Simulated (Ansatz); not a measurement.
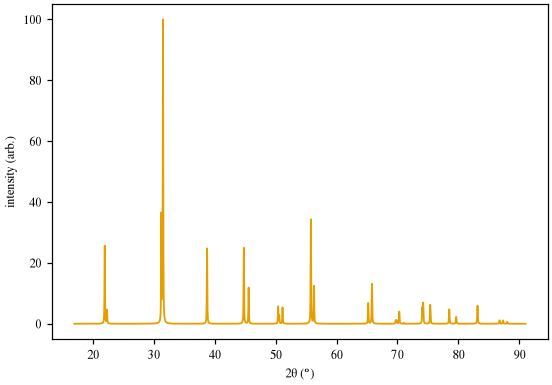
Figure. Simulated powder pattern, Cu Kα, λ = 1.54184 Å

The pattern belongs to a structure relaxed with PBE in the plane-wave PAW code Ansatz.

Pick the material that matches.
(A) BaTiHO2, P4/mmm (Ba on 1d, Ti on 1a, O on 2f, H on 1b)
(B) ZnO, wurtzite
(C) TeO2, anatase
(D) SnO2, rutile

A, BaTiHO2, P4/mmm (Ba on 1d, Ti on 1a, O on 2f, H on 1b)

The start of the workflow was typed in or built on a structure type; neither database checked (COD, Materials Project) lists it. Whether it is the stable phase at ambient conditions was not checked. The cell was relaxed with PBE under the symmetry of its start; its stability against distortions is not shown here. The final state is ferromagnetic, chosen from 2 collinear starts compared on coarse meshes (ties went to the first, and starts can fall back to one state), not a proven ground state. No Hubbard U is applied. Scalar-relativistic: spin–orbit coupling is off unless named, which matters more the heavier the elements.

Potentials: the later of the program's two PAW sets.
